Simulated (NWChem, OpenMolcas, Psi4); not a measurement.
## How basis sets differ on C2H3ClSi (SMILES ClC1=C[SiH2]1)

C2H3ClSi: 7 atoms, total charge 0, spin state singlet. As SMILES, `ClC1=C[SiH2]1`. The coordinates come from a PBE0-D4/def2-TZVP relaxation.

Quantity: the HOMO–LUMO gap, in eV. The values are calculated.

```json
{"level": "HF/ANO-RCC-MB (DKH2)", "kind": "Hartree–Fock", "program": "OpenMolcas", "value (eV)": "14.89", "CPU time": "4.7 s"}
{"level": "HF/STO-3G", "kind": "Hartree–Fock", "program": "Psi4", "value (eV)": "16.74", "CPU time": "1.3 s"}
{"level": "HF/3-21G", "kind": "Hartree–Fock", "program": "NWChem", "value (eV)": "13.35", "CPU time": "2.9 s"}
{"level": "HF/ANO-RCC-VDZP (DKH2, RICD fitting)", "kind": "Hartree–Fock", "program": "OpenMolcas", "value (eV)": "12.80", "CPU time": "8.3 s"}
{"level": "HF/def2-SVP", "kind": "Hartree–Fock", "program": "NWChem", "value (eV)": "13.61", "CPU time": "12 s"}
```

The values span 12.80 to 16.74 eV. A Hartree–Fock LUMO above zero doesn't converge with the basis: it sinks as sets grow more diffuse. Orbital gaps aren't excitation energies. Times are those of the runs behind each value, whatever else they computed, on shared processors of several kinds: orders of magnitude only.

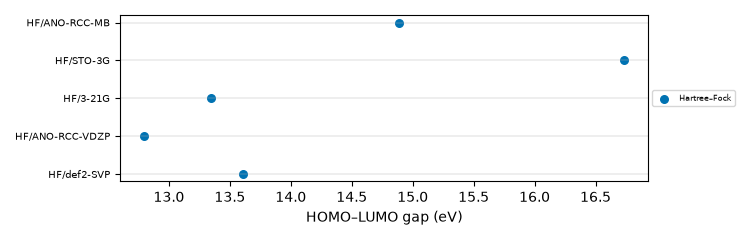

The values of the table, level by level.
